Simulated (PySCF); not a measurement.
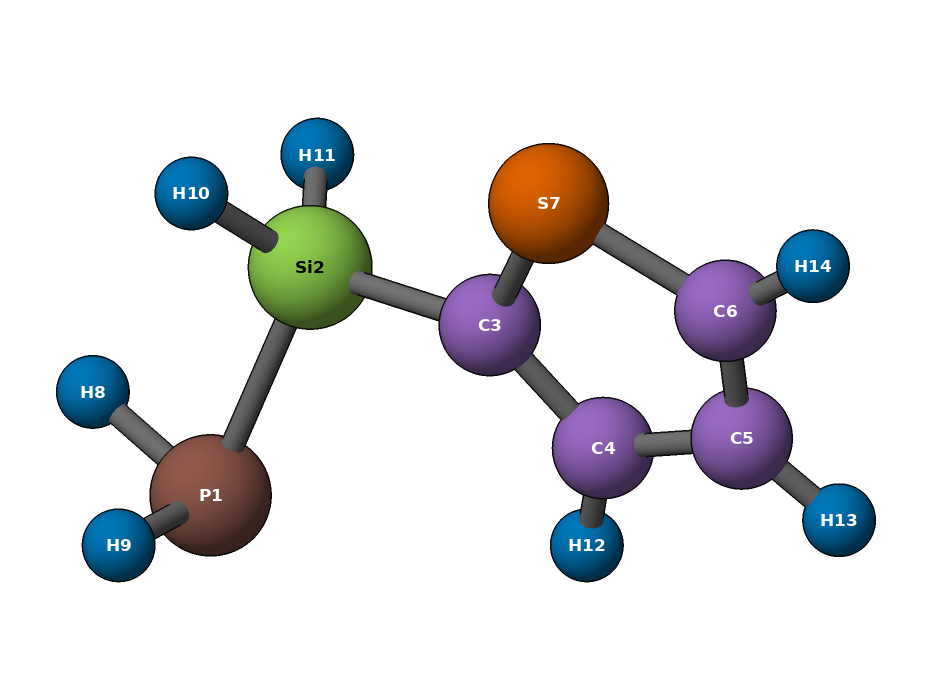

Geometry: a frame of a GFN2-xTB molecular-dynamics simulation, not a minimum. Method: GIAO PBE0/pcSseg-1 NMR shielding, non-relativistic, gas phase (PySCF 2.14.0). Principal shieldings σ11 ≤ σ22 ≤ σ33, span Ω = σ33 − σ11, skew κ = 3(σiso − σ22)/Ω.

Which C atom has the most anisotropic shielding?

Answer. C4, with a span of 208 ppm.

Give the shielding tensors of the C atoms.

| atom | σ11 | σ22 | σ33 | σiso | Ω | κ |
| --- | --- | --- | --- | --- | --- | --- |
| C3 | −30.9 | 19.6 | 148.1 | 45.6 | 179.0 | 0.44 |
| C4 | −68.4 | 25.7 | 140.0 | 32.4 | 208.4 | 0.10 |
| C5 | −23.7 | 34.3 | 153.6 | 54.7 | 177.3 | 0.35 |
| C6 | −31.1 | 40.5 | 150.0 | 53.1 | 181.1 | 0.21 |

Shieldings and span in ppm.
